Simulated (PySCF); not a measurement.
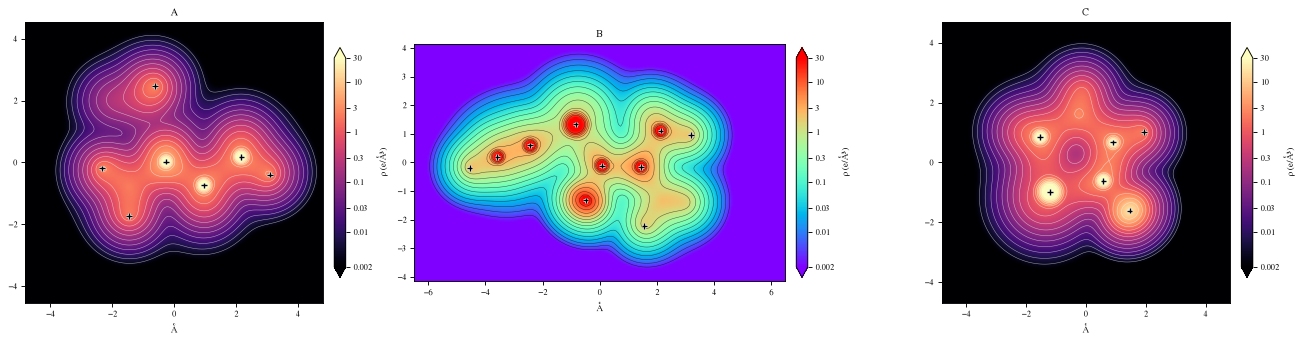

The electron density of 3 systems, each on a plane through atoms (crosses mark nuclei in the plane).

All numbers below come from PySCF 2.14.0, PBE0/pcSseg-1, SCF density, gas phase, non-relativistic.

System 1: C5H5F4P, the plane of atoms C2, P6 and C5. Geometry: GFN2-xTB.

```yaml
atoms:
  - { symbol: F, position_ang: [-0.8063, 2.6825, 0.3082] }
  - { symbol: C, position_ang: [-0.6973, 1.3487, 0.3039] }
  - { symbol: C, position_ang: [-1.4177, 0.5349, -0.4563] }
  - { symbol: C, position_ang: [-1.1290, -0.9195, -0.2943] }
  - { symbol: C, position_ang: [-0.2433, -1.1007, 0.9534] }
  - { symbol: P, position_ang: [0.4797, 0.5399, 1.4513] }
  - { symbol: C, position_ang: [1.9369, 0.5306, 0.2186] }
  - { symbol: F, position_ang: [1.6112, 0.1371, -1.0246] }
  - { symbol: F, position_ang: [2.8881, -0.3159, 0.6447] }
  - { symbol: F, position_ang: [2.4966, 1.7379, 0.1112] }
  - { symbol: H, position_ang: [-2.1479, 0.8763, -1.1715] }
  - { symbol: H, position_ang: [-0.6206, -1.2828, -1.1912] }
  - { symbol: H, position_ang: [-2.0566, -1.4855, -0.1940] }
  - { symbol: H, position_ang: [0.5478, -1.8377, 0.8064] }
  - { symbol: H, position_ang: [-0.8463, -1.4379, 1.8001] }
```

System 2: C5H7FNP (SMILES C#C/P=C(\F)N(C)C), the plane of atoms P3, C4 and F5. Geometry: GFN2-xTB.

```xyz
15

C     3.9974    0.0448    0.9300
C     2.8148   -0.0807    1.1187
P     1.1311   -0.2597    1.5717
C     0.4655   -0.2683   -0.0034
F     1.2283   -0.1172   -1.1053
N    -0.8489   -0.4667   -0.2808
C    -1.7443   -0.5600    0.8414
C    -1.4222   -0.1067   -1.5549
H     5.0205    0.1512    0.7165
H    -2.7206   -0.8897    0.4923
H    -1.3537   -1.2880    1.5556
H    -1.8506    0.4011    1.3579
H    -1.8661    0.8950   -1.5215
H    -2.1993   -0.8277   -1.8135
H    -0.6564   -0.1251   -2.3265
```

System 3: C6H16N2 (SMILES CCN(CC)N(C)C), the plane of atoms C2, C1 and H10. Geometry: GFN2-xTB.

| atom | x (Å) | y (Å) | z (Å) |
| --- | --- | --- | --- |
| C | -0.0634 | 2.4588 | 0.5712 |
| C | 0.6700 | 1.1474 | 0.8164 |
| N | 0.2122 | 0.1296 | -0.1126 |
| C | 1.0699 | -1.0478 | -0.1677 |
| C | 2.2898 | -0.7981 | -1.0489 |
| N | -1.1676 | -0.1126 | 0.0526 |
| C | -1.5439 | -1.0400 | 1.1036 |
| C | -1.7990 | -0.4277 | -1.2092 |
| H | -1.1302 | 2.3160 | 0.7143 |
| H | 0.2911 | 3.2228 | 1.2586 |
| H | 0.1083 | 2.7908 | -0.4487 |
| H | 1.7387 | 1.2884 | 0.6462 |
| H | 0.5353 | 0.8395 | 1.8685 |
| H | 1.3950 | -1.3737 | 0.8352 |
| H | 0.4899 | -1.8594 | -0.6139 |
| H | 2.9583 | -0.0679 | -0.6018 |
| H | 2.8404 | -1.7255 | -1.1884 |
| H | 1.9724 | -0.4262 | -2.0190 |
| H | -1.3531 | -2.0947 | 0.8527 |
| H | -1.0033 | -0.7936 | 2.0158 |
| H | -2.6102 | -0.9206 | 1.2935 |
| H | -1.5999 | -1.4529 | -1.5580 |
| H | -1.4361 | 0.2746 | -1.9556 |
| H | -2.8763 | -0.3073 | -1.0973 |

### Which map belongs to which system?

Panel A is system 3, C6H16N2: the plane holds C, N and H. C–N (1.45 Å): ρ at the midpoint is about 1.9 e/Å³. Panel B is system 2, C5H7FNP: the plane holds C, P, F, N and H. C–C (1.20 Å): the density is about 2.7 e/Å³ at the midpoint. Panel C is system 1, C5H5F4P: the plane holds F, C, P and H. C–C (1.33 Å): ρ at the midpoint is about 2.3 e/Å³.
